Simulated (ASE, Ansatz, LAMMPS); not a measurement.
# Structural relaxation of Σ7 (111) twist boundary in a CdSe-CdTe solid solution (84 atoms)

How does Σ7 (111) twist boundary in a CdSe-CdTe solid solution (84 atoms) relax, and what do bonds and levels look like afterwards?

Main program and level: Ansatz 0.2.0; Kohn-Sham DFT, PBE, PAW (set soft_2, large core), plane waves.

### 1. Starting point

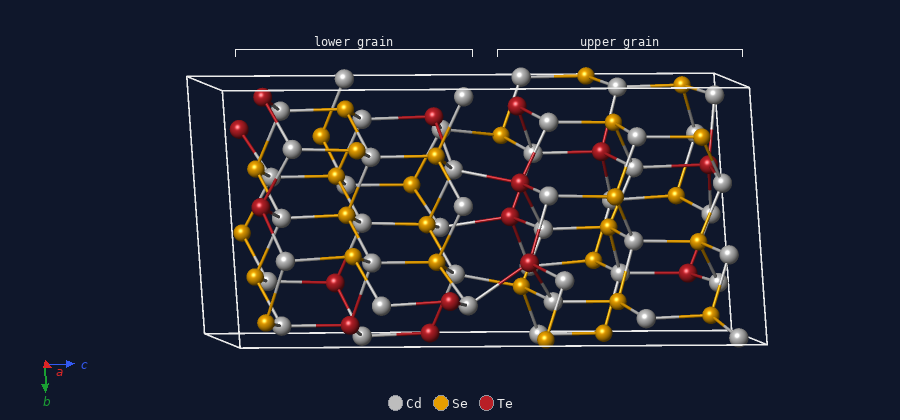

The starting structure, seen from the side, with the c axis across the page (cadmium light grey, selenium orange, tellurium red). Some periodic images of atoms are drawn too.

The cell holds 84 atoms: 42 Cd, 27 Se and 15 Te. Its edges and angles: a = 11.631 Å, b = 11.631 Å, c = 21.369 Å, α = 90.0°, β = 90.0°, γ = 60.0°. It derives from CdSe and CdTe. Zinc-blende CdSe lattice (a = 6.2172 Å, the value set for the mixture); two grains turned against each other by 81.79 deg about [111]; 1 x 1 coincidence cells, 1 lattice periods a grain, two boundaries a cell, upper grain shifted by [0.351, 0.277] of the boundary cell and opened by 0 Å, no atom removed; 15 of 42 Se sites given to Te at random (lattice constant by Vegard's rule between CdSe and CdTe); annealed from 300 K for 3 ps and minimised with a classical potential (one cell length free). Regions: lower grain, 42 atoms (21 Cd, 13 Se and 8 Te); upper grain, 42 atoms (21 Cd, 7 Te and 14 Se).

Limits known from the start: The host structure and its lattice constant were typed by rule, without a check against the phase diagram. The Brillouin zone is sampled at Γ only, in a cell whose shortest periodic width is 10 Å. Spin–orbit coupling is left out, which matters for the levels of the heavy elements.

### 2. The classical run that made the cell

A classical potential prepares the built cell, by minimisation and a short run of dynamics.

This step: classical potential: Stillinger-Weber (Zhou et al., Phys. Rev. B 88, 085309 (2013)) (LAMMPS stable Jul 2025 - Update 4).

in.lammps reads:

```
units metal
atom_style atomic
boundary p p p
atom_modify map array
read_data structure.data
pair_style sw
pair_coeff * * CdTeZnSeHgS0.sw Cd Se Te
thermo_style custom step temp pe press lx ly lz fmax
thermo 200
timestep 0.001
velocity all create 300 40006 dist gaussian
fix md all nvt temp 300 10 0.1
run 3000
unfix md
min_style cg
minimize 0 1e-4 3000 30000
fix box all box/relax z 0.0 vmax 0.001
minimize 0 1e-4 3000 30000
unfix box
minimize 0 1e-4 2000 20000
write_data relaxed.data nocoeff
```

Run with:

```
> lmp -in in.lammps -log log.lammps -screen none -nocite
```

Numbers of over 12 decimals in the logs are rounded to 6 here.

Log:

```text
LAMMPS (22 Jul 2025 - Update 4)
  84 atoms
   Step          Temp          PotEng         Press            Lx             Ly             Lz            Fmax     
         0   300           -188.99815     -5040.7282      11.631316      10.073015      21.537013      1.5910061    
       200   353.5635      -190.74605     -3620.1547      11.631316      10.073015      21.537013      1.6797686    
       400   270.95075     -190.96484     -3516.0902      11.631316      10.073015      21.537013      1.0697818    
       600   231.3128      -191.19604     -5514.7324      11.631316      10.073015      21.537013      1.322236     
       800   241.43377     -191.41036     -5296.3247      11.631316      10.073015      21.537013      1.2166941    
      1000   206.73583     -191.62602     -3516.8536      11.631316      10.073015      21.537013      0.97429488   
      1200   211.03826     -192.56163     -4620.0802      11.631316      10.073015      21.537013      1.0562287    
[... 25 lines left out ...]
Loop time of 0.0690413 on 1 procs for 274 steps with 84 atoms
Minimization stats:
  Stopping criterion = force tolerance
  Energy initial, next-to-last, final = 
     -194.242110721579  -194.285516420752  -194.285516421544
  Force two-norm initial, final = 11.068754 8.129935e-05
  Force max component initial, final = 11.068754 1.4623298e-05
  Iterations, force evaluations = 274 541
   Step          Temp          PotEng         Press            Lx             Ly             Lz            Fmax     
      3322   21.683878     -194.28552     -2263.4624      11.631316      10.073015      21.368855      1.4623298e-05
      3323   21.683878     -194.28552     -2263.4524      11.631316      10.073015      21.368855      9.6774878e-06
Loop time of 0.000321865 on 1 procs for 1 steps with 84 atoms
Minimization stats:
  Stopping criterion = force tolerance
  Energy initial, next-to-last, final = 
     -194.285516421544  -194.285516421544  -194.285516421836
  Force two-norm initial, final = 8.0275559e-05 5.6194072e-05
  Force max component initial, final = 1.4623298e-05 9.6774878e-06
  Iterations, force evaluations = 1 2
```

Elapsed: 0.61 s, on 1 thread of Intel Xeon at 2.80GHz (Skylake/Cascade Lake), shared host.

### 3. Single point at the start

The forces at the start show how far the geometry lies from a minimum of this functional.

input.yaml reads:

```yaml
crystal:
  lattice:
    - [11.63132, 0.0, 0.0]
    - [5.81566, 10.07302, 0.0]
    - [0.0, 0.0, 21.36885]
  atoms:
    - { symbol: Cd, position: [0.55416, 0.33786, 0.44334] }
    - { symbol: Se, position: [0.52012, 0.33185, 0.07082] }
    - { symbol: Cd, position: [0.70188, 0.09717, 0.11277] }
    - { symbol: Se, position: [0.71711, 0.09013, 0.2353] }
    - { symbol: Cd, position: [0.13878, 0.58486, 0.43745] }
    - { symbol: Se, position: [0.11909, 0.60297, 0.06259] }
    - { symbol: Cd, position: [0.16432, 0.78926, 0.10178] }
    - { symbol: Te, position: [0.15311, 0.79699, 0.23049] }
    - { symbol: Cd, position: [0.21906, 0.19906, 0.44727] }
    - { symbol: Te, position: [0.2263, 0.19387, 0.06355] }
    - { symbol: Cd, position: [0.2905, 0.37775, 0.11397] }
    - { symbol: Se, position: [0.29485, 0.37408, 0.23707] }
    - { symbol: Cd, position: [0.35419, 0.55431, 0.27598] }
    - { symbol: Se, position: [0.36314, 0.5608, 0.39815] }
    - { symbol: Cd, position: [0.48508, 0.14333, 0.28081] }
    - { symbol: Te, position: [0.48698, 0.1346, 0.41734] }
    - { symbol: Cd, position: [0.69534, 0.85827, 0.44403] }
    - { symbol: Se, position: [0.65287, 0.92271, 0.06096] }
    - { symbol: Cd, position: [0.82432, 0.46512, 0.43946] }
    - { symbol: Te, position: [0.80322, 0.46499, 0.05664] }
    - { symbol: Cd, position: [0.86194, 0.67213, 0.09224] }
    - { symbol: Se, position: [0.86546, 0.65505, 0.22092] }
    - { symbol: Cd, position: [0.90272, 0.84605, 0.2659] }
    - { symbol: Te, position: [0.9273, 0.8285, 0.39525] }
    - { symbol: Cd, position: [0.95388, 0.03173, 0.44593] }
    - { symbol: Te, position: [0.95093, 0.02849, 0.06487] }
    - { symbol: Cd, position: [0.99291, 0.22985, 0.11126] }
    - { symbol: Se, position: [0.00214, 0.23581, 0.23305] }
    - { symbol: Cd, position: [0.05382, 0.42376, 0.27025] }
    - { symbol: Se, position: [0.05579, 0.42339, 0.39458] }
    - { symbol: Cd, position: [0.4032, 0.75221, 0.44278] }
    - { symbol: Se, position: [0.39415, 0.75854, 0.0634] }
    - { symbol: Cd, position: [0.43238, 0.94781, 0.10497] }
    - { symbol: Te, position: [0.43922, 0.94593, 0.23414] }
    - { symbol: Cd, position: [0.56444, 0.52173, 0.10995] }
    - { symbol: Se, position: [0.58426, 0.51004, 0.23262] }
    - { symbol: Cd, position: [0.63855, 0.69323, 0.27052] }
    - { symbol: Se, position: [0.6353, 0.69218, 0.39406] }
    - { symbol: Cd, position: [0.77175, 0.275, 0.27374] }
    - { symbol: Se, position: [0.78531, 0.27095, 0.39686] }
    - { symbol: Cd, position: [0.18871, 0.00264, 0.27214] }
    - { symbol: Te, position: [0.19429, 0.9919, 0.40084] }
    - { symbol: Cd, position: [0.56429, 0.05308, 0.94751] }
    - { symbol: Te, position: [0.54171, 0.09205, 0.5731] }
    - { symbol: Cd, position: [0.95987, 0.97469, 0.93581] }
    - { symbol: Se, position: [0.96461, 0.97745, 0.56929] }
    - { symbol: Cd, position: [0.7347, 0.14533, 0.61798] }
    - { symbol: Se, position: [0.73504, 0.14703, 0.74087] }
    - { symbol: Cd, position: [0.41246, 0.79036, 0.94038] }
    - { symbol: Se, position: [0.39155, 0.80149, 0.56747] }
    - { symbol: Cd, position: [0.16467, 0.00139, 0.60907] }
    - { symbol: Se, position: [0.16467, 0.99828, 0.73219] }
    - { symbol: Cd, position: [0.93003, 0.19294, 0.77079] }
    - { symbol: Se, position: [0.93957, 0.19492, 0.89318] }
    - { symbol: Cd, position: [0.83467, 0.65909, 0.9364] }
    - { symbol: Te, position: [0.81345, 0.68619, 0.55818] }
    - { symbol: Cd, position: [0.57247, 0.85222, 0.61393] }
    - { symbol: Se, position: [0.5921, 0.85126, 0.73543] }
    - { symbol: Cd, position: [0.35899, 0.03151, 0.77745] }
    - { symbol: Se, position: [0.37018, 0.02391, 0.89977] }
    - { symbol: Cd, position: [0.22624, 0.53417, 0.94717] }
    - { symbol: Te, position: [0.22829, 0.53986, 0.56602] }
    - { symbol: Cd, position: [0.99618, 0.74692, 0.61056] }
    - { symbol: Se, position: [0.01023, 0.72362, 0.7326] }
    - { symbol: Cd, position: [0.7773, 0.9081, 0.7746] }
    - { symbol: Se, position: [0.79158, 0.89581, 0.89672] }
    - { symbol: Cd, position: [0.71983, 0.38654, 0.94071] }
    - { symbol: Te, position: [0.66588, 0.38412, 0.56072] }
    - { symbol: Cd, position: [0.43215, 0.57806, 0.61389] }
    - { symbol: Se, position: [0.44727, 0.56995, 0.73702] }
    - { symbol: Cd, position: [0.20612, 0.763, 0.76869] }
    - { symbol: Te, position: [0.20248, 0.76474, 0.89735] }
    - { symbol: Cd, position: [0.88316, 0.42305, 0.59873] }
    - { symbol: Se, position: [0.87669, 0.4286, 0.7253] }
    - { symbol: Cd, position: [0.64194, 0.61379, 0.77006] }
    - { symbol: Se, position: [0.64591, 0.61795, 0.89245] }
    - { symbol: Cd, position: [0.13905, 0.22634, 0.93443] }
    - { symbol: Se, position: [0.12832, 0.22946, 0.56569] }
    - { symbol: Cd, position: [0.29564, 0.29026, 0.61322] }
    - { symbol: Te, position: [0.30842, 0.28456, 0.74208] }
    - { symbol: Cd, position: [0.05366, 0.4875, 0.77168] }
    - { symbol: Se, position: [0.06466, 0.47098, 0.89432] }
    - { symbol: Cd, position: [0.50517, 0.3365, 0.78831] }
    - { symbol: Te, position: [0.50353, 0.32673, 0.93126] }
kpoints:
  mp_grid: { grid: [1, 1, 1] }
hamiltonian:
  xc: pbe
  pseudopotentials: { kind: paw, core: large }
scf:
  occupations: { method: fermi_dirac, width: 0.025 }
output:
  forces: true
  stress: true
  populations: true
  dos:
    method: { smearing: { sigma: 0.15 } }
    de: 0.1
    projected:
      site_lists:
        Cd: [Cd]
        Se: [Se]
        Te: [Te]
        lower_grain: [0, 1, 2, 3, 4, 5, 6, 7, 8, 9, 10, 11, 12, 13, 14, 15, 16, 17, 18, 19, 20, 21, 22, 23, 24, 25, 26, 27, 28, 29, 30, 31, 32, 33, 34, 35, 36, 37, 38, 39, 40, 41]
        upper_grain: [42, 43, 44, 45, 46, 47, 48, 49, 50, 51, 52, 53, 54, 55, 56, 57, 58, 59, 60, 61, 62, 63, 64, 65, 66, 67, 68, 69, 70, 71, 72, 73, 74, 75, 76, 77, 78, 79, 80, 81, 82, 83]
  eigenvalues: true
```

Run with:

```
> ansatz run input.yaml --threads 4 --pin off --max-ram 8192MiB --backend cpu --events-out ev --progress --plain --runs-dir out
```

Log:

```text
Engine: ansatz 0.2.0, aarch64-unknown-linux-gnu
Pseudopotentials: kind: paw
Pseudopotential: Cd, paw, valence charge 20, recommended cutoff 420 eV (normal), Cd.paw.azcp
Pseudopotential: Se, paw, valence charge 6, recommended cutoff 420 eV (normal), Se.paw.azcp#standard-large-core
Pseudopotential: Te, paw, valence charge 6, recommended cutoff 420 eV (normal), Te.paw.azcp#standard-large-core
[... 5 lines on functional and potentials left out ...]
Crystal: 84 atoms, lattice volume = 2503.628 Å³
Basis set: ecut = 420 eV, 49013 PW (Γ), exchange–correlation on 160×160×288 points (8 copies of the dense FFT grid, shifted against one another)
Bands: 656, of which v1, the nominal top of the filled ones, is band 546 counted from 1 (545 counted from 0)
Symmetry: 1 space group operations
Space group: P1 (ITA 1), of the structure as read, at distance tolerance 1.4e-4 Å
k-points: 1
[... 7 lines on functional and potentials left out ...]
Initial density: superposition of atomic densities (chi_scale 0.1, normalization cell, long waves kept (reshape's long-wave potential 0.44 eV rms))
Initial wavefunctions: pseudopotential atomic-orbital guess
Functional: x = pbe(κ = 0.804, μ = 0.219515), c = pbe(β = 0.066725)
SCF iter   1: F=—  HF=-490520.043603 eV  |F-HF|=—  |Δ(HF+E_count)|=         —  Δρ=2.24e-2  dr2=3.18e1  ethr=3.10e-3  ⟨swp⟩=7.0  Hψ=2427  notcnv=0  defer=63
preconditioner: auto → LDOS  [insulator: Δε(μ)=0.231 eV  Ē_g=10.876 eV  σ=0.025 eV  W_gap=0.98  n_scr=562 (ndim 8)  ℏωp=20.4 eV  f_vac=0.062  D(μ)=1.56/eV (n_scr^D=2)  ε∞_Penn≈4.5  β→1.0]
SCF iter   2: F=—  HF=-490562.426179 eV  |F-HF|=—  |Δ(HF+E_count)|=    4.24e1  Δρ=3.77e-2  dr2=8.26e2  ethr=2.91e-3  ⟨swp⟩=5.0  Hψ=1156  notcnv=0  defer=100  recentre
SCF iter   3: F=—  HF=-490516.497773 eV  |F-HF|=—  |Δ(HF+E_count)|=    4.59e1  Δρ=1.37e-2  dr2=1.08e1  ethr=2.91e-3  ⟨swp⟩=3.0  Hψ=1202  notcnv=0  defer=95
SCF iter   4: F=—  HF=-490515.102626 eV  |F-HF|=—  |Δ(HF+E_count)|=    1.40e0  Δρ=5.15e-3  dr2=5.97e0  ethr=9.92e-4  ⟨swp⟩=3.0  Hψ=896  notcnv=0  defer=102
SCF iter   5: F=—  HF=-490514.559936 eV  |F-HF|=—  |Δ(HF+E_count)|=   5.43e-1  Δρ=2.22e-3  dr2=8.47e-1  ethr=5.47e-4  ⟨swp⟩=4.0  Hψ=944  notcnv=0  defer=102
SCF iter   6: F=—  HF=-490514.395868 eV  |F-HF|=—  |Δ(HF+E_count)|=   1.64e-1  Δρ=1.14e-3  dr2=9.29e-2  ethr=7.75e-5  ⟨swp⟩=3.0  Hψ=888  notcnv=0  defer=102
SCF iter   7: F=—  HF=-490514.392062 eV  |F-HF|=—  |Δ(HF+E_count)|=   3.81e-3  Δρ=5.06e-4  dr2=3.07e-2  ethr=8.51e-6  ⟨swp⟩=3.0  Hψ=924  notcnv=0  defer=102
SCF iter   8: F=—  HF=-490514.387867 eV  |F-HF|=—  |Δ(HF+E_count)|=   4.20e-3  Δρ=1.86e-4  dr2=3.60e-3  ethr=2.81e-6  ⟨swp⟩=3.0  Hψ=693  notcnv=0  defer=102
SCF iter   9: F=—  HF=-490514.387433 eV  |F-HF|=—  |Δ(HF+E_count)|=   4.34e-4  Δρ=8.97e-5  dr2=8.74e-4  ethr=3.30e-7  ⟨swp⟩=3.0  Hψ=971  notcnv=0  defer=102
SCF iter  10: F=—  HF=-490514.387618 eV  |F-HF|=—  |Δ(HF+E_count)|=   1.85e-4  Δρ=3.49e-5  dr2=5.99e-5  ethr=8.00e-8  ⟨swp⟩=3.0  Hψ=913  notcnv=0  defer=102
SCF iter  11: F=—  HF=-490514.390056 eV  |F-HF|=—  |Δ(HF+E_count)|=   2.44e-3  Δρ=1.26e-5  dr2=9.64e-6  ethr=5.49e-9  ⟨swp⟩=3.0  Hψ=1087  notcnv=0  defer=102
SCF iter  12: F=—  HF=-490514.390056 eV  |F-HF|=—  |Δ(HF+E_count)|=   2.11e-7  Δρ=5.75e-6  dr2=1.28e-6  ethr=8.83e-10  ⟨swp⟩=3.0  Hψ=912  notcnv=0  defer=102
SCF iter  13: F=—  HF=-490514.390056 eV  |F-HF|=—  |Δ(HF+E_count)|=   5.38e-7  Δρ=2.33e-6  dr2=2.71e-7  ethr=1.17e-10  ⟨swp⟩=3.0  Hψ=1020  notcnv=0  defer=102
SCF iter  14: F=-490514.390057 eV  HF=-490514.390057 eV  |F-HF|=8.15e-10  |Δ(HF+E_count)|=   3.70e-8  Δρ=7.91e-7  dr2=2.10e-8  ethr=9.16e-12  ⟨swp⟩=15.0  Hψ=4304  notcnv=0
SCF 1 converged in 14 iterations: F = -490514.390057 eV  dr2 = 2.10e-8
  greatest PAW one-centre occupation: 1.000 electrons in one spin orbital (limit 2), on the Cd atom at site 78 (counted from 0), in its partial waves of l = 0
SCF converged after 14 iterations
Free energy (F): -490514.390057 eV
Harris-Foulkes:  -490514.390057 eV  (|F-HF|=8.15e-10)
Internal energy: -490514.375017 eV  (E = F + TS)
E sigma→0 (E₀):  -490514.382537 eV
Entropy (-TS):   -0.015039 eV (-0.179 meV/atom)
Fermi energy:    6.963984 eV
--- Per-component energies (eV) ---
  E_band       = -22108.055864
  E_kinetic    = 24943.506061
  E_local      = -178785.663332  (includes V_loc(G=0)·N_el)
  E_nonlocal   = 3420.400406
  E_hartree    = 81998.268238
  E_xc         = -17873.133456
  E_vxc        = -12751.141441  (∫ρ·V_xc dr)
  E_paw        = -297582.760474  (= ΣΔE_a)
  E_vpaw       = -22931.705386  (= ΣTr[D̂ρ^β])
  E_aug_tail   = 0.000579  (compensation charges beyond the density's cutoff)
  E_ewald      = -106634.993040
  E_smearing   = -0.015039  (= −TS)
  E_closure    = -0.000000  (closes the sum)
  Σ components = -490514.390057   (vs F -490514.390057, Δ=0.00e0)
--- Forces (eV/Å), atoms counted from 1 ---
  atom   1  Cd    -0.22013111    -0.13924717     0.18372207
  atom   2  Se     0.08574712     0.01991922     0.30087734
  atom   3  Cd    -0.03259028     0.15368170     0.10087892
  atom   4  Se     0.09254120     0.04582809     0.14487124
  atom   5  Cd    -0.07426241    -0.08495695     0.23204305
  atom   6  Se    -0.47305121     0.14081420    -0.21251178
  atom   7  Cd     0.17802762    -0.03751427    -0.06955757
  atom   8  Te     0.03280911    -0.06599647     0.07675409
  atom   9  Cd     0.25114892    -0.11408791     0.15819248
  atom  10  Te     0.34128784     0.03090937    -0.37043749
  atom  11  Cd    -0.01126007    -0.13370402     0.13152274
  atom  12  Se    -0.04485445    -0.04603867     0.13054983
  atom  13  Cd     0.00943328     0.00737613    -0.06388284
  atom  14  Se     0.08264500    -0.03074112     0.07329679
[...]
atom  83  Cd    -0.00701974    -0.00404575     0.28986599
  atom  84  Te     0.05936281    -0.00424453    -0.81526251
  max |Σ_I F_I| component: 1.19e-5 eV/Å
--- Stress (GPa, compression-positive) ---
        2.746641      -0.124148      -0.312795
       -0.124148       2.595546       0.204254
       -0.312795       0.204254       3.146933
  P = ⅓ Tr σ = 2.8297 GPa (28.297 kbar)
--- Band table (eV) ---
  k-point 0: bands = ["-95.6187", "-95.6023", "-95.5261", "-95.5068", [... 640 levels ...], "12.4942", "12.5157", "12.5434", "12.5786", "12.5999", "12.6122", "12.6586", "12.6889", "12.7312", "12.7544", "12.8206", "12.8466"]
--- Löwdin populations: 84 sites ---
  site symbol       q [e]
     0     Cd     18.8183
     1     Se      6.8977
     2     Cd     18.7890
[...]
83     Te      6.7130
  spilling = 0.007969 (of n_electrons = 1092.000000)
```

The job ended after 1.8 min (4 threads of Arm Neoverse V1, shared host; peak memory 4.1 GiB).

The program notes that potentials were chosen by core size.

Read from the output:

```
free energy                                      : -490514.3901 eV
free energy per atom                             : -5839.4570 eV/atom
SCF cycles                                       : 14
pressure                                         : 2.83 GPa
r.m.s. force component                           : 0.1673 eV/Å
longest force                                    : 0.8174 eV/Å
Fermi energy                                     : 6.964 eV
gap (highest filled to lowest empty level) : 0.1664 eV
levels partly filled by over 2 per cent          : 2
spilling of the projection                       : 0.007969
```

The r.m.s. force component of 0.17 eV/Å and the pressure of 2.8 GPa set the starting point.

Neighbours are counted within 3.12 Å (Cd-Se), 3.33 Å (Cd-Te).

Length of the force by element and coordination:

```csv
element,coordination,atoms,mean length of the force (eV/Å),spread,least,most
Cd,all,42,0.211,0.0907,0.0298,0.413
Cd,3,2,0.0557,0.0259,0.0298,0.0816
Cd,4,40,0.219,0.0857,0.065,0.413
Se,all,27,0.264,0.141,0.0472,0.580
Se,3,1,0.314,0,0.314,0.314
Se,4,26,0.262,0.143,0.0472,0.580
Te,all,15,0.337,0.218,0.0826,0.817
Te,3,1,0.0826,0,0.0826,0.0826
Te,4,14,0.355,0.214,0.1,0.817
```

(Part 1 of 3 ends here.)

[Logs are printed without paths, hosts, clocks, repeated set-up lines and the standing remarks that a program may print on its own settings, such as how far it seeks lower states.]

[Hosts, paths, dates, database ids (printed as entryN), source tags and the programs' standing remarks are cut or masked in the printed files.]
